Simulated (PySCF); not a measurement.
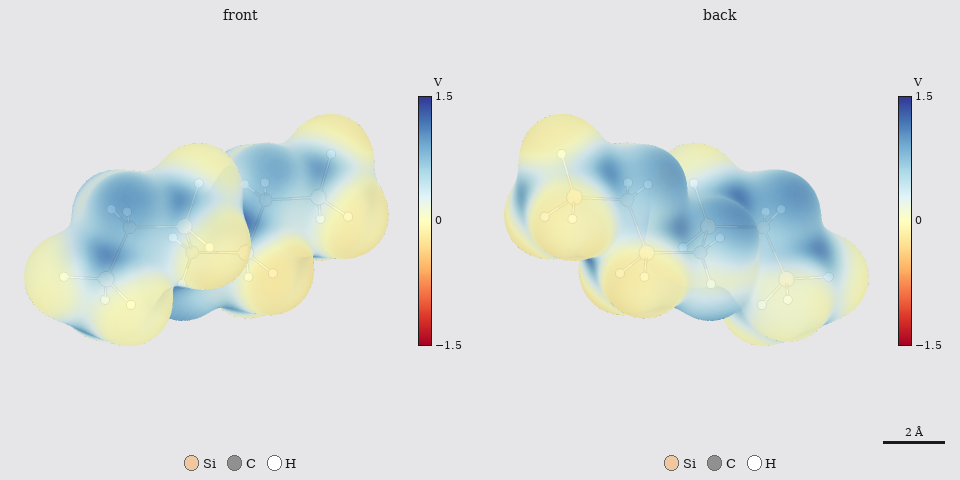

Figure. C3H16Si4 (SMILES [SiH3]C[SiH2]C[SiH2]C[SiH3]). The electrostatic potential painted on the density surface at 0.002 e/bohr³, seen from the front and from behind; the colour scale runs from red (negative) to blue (positive).

Geometry: PBE0-D3(BJ)/def2-SVP.

The calculation used PySCF 2.14.0, PBE0/pcSseg-1, SCF density, gas phase, non-relativistic.

Input file:

```
{"job": {"kind": "nmr", "xc": "PBE0", "basis": "pcSseg-1"}, "charge": 0, "multiplicity": 1}
Si    -4.240102     0.275318    -0.156618
C     -2.915509     1.295012     0.705492
Si    -1.257182     0.431249     0.933717
C     -0.522411    -0.118616    -0.707847
Si     1.147930    -0.980449    -0.600505
C      2.476248     0.158786     0.094606
Si     4.202462    -0.583198     0.172816
H     -5.546769     1.002126    -0.192076
H     -3.836692    -0.025786    -1.565600
H     -4.439798    -1.024483     0.556601
H     -3.292813     1.587142     1.701132
H     -2.759512     2.229092     0.138212
H     -1.443347    -0.764797     1.815586
H     -0.306213     1.359308     1.626906
H     -0.424356     0.759866    -1.370412
H     -1.232053    -0.806886    -1.200060
H      1.567022    -1.446457    -1.961255
H      1.026808    -2.188821     0.275979
H      2.182695     0.474115     1.110818
H      2.515901     1.073185    -0.523332
H      5.182540     0.395677     0.738592
H      4.665296    -0.972898    -1.195010
H      4.207446    -1.804570     1.036113
```

Launched as:

```sh
OMP_NUM_THREADS=1 python probes_run.py task.json out
```

Describe the electrostatic potential map.

The most negative region (about −0.1 V) lies over the H atoms, the most positive (about +1.1 V) over Si1, Si3, Si5 and Si7.
